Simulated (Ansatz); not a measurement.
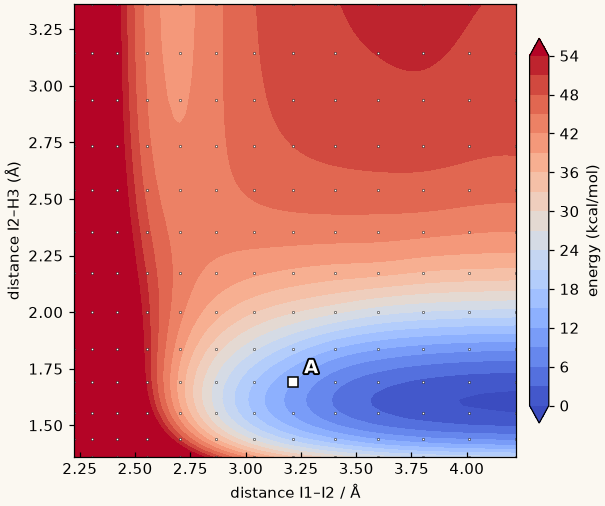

The system I + IH, spin multiplicity 2. The first coordinate is: distance I1–I2; the second: distance I2–H3. Nothing is relaxed (the angle I1–I2–H3 is fixed at 180 degrees). Grid: 13 × 13 points. Points are written as (first, second). Energies are in kcal/mol, from the lowest grid point. In part of the range the unrestricted reference is strongly spin-contaminated. Theory: Ansatz, UHF/def2-SVPD.

Drawn: filled contours, dots at the grid points, one colour for all values above the top of the scale, the point A. Between grid points the surface is interpolated.

Question: Which way does the force act at A, and how strong is it?

Answer: A, at (3.216 Å, 1.690 Å), is not a stationary point. The computed force is 34 kcal/mol for each Å towards larger values of distance I1–I2 and 30 kcal/mol for each Å towards smaller values of distance I2–H3.
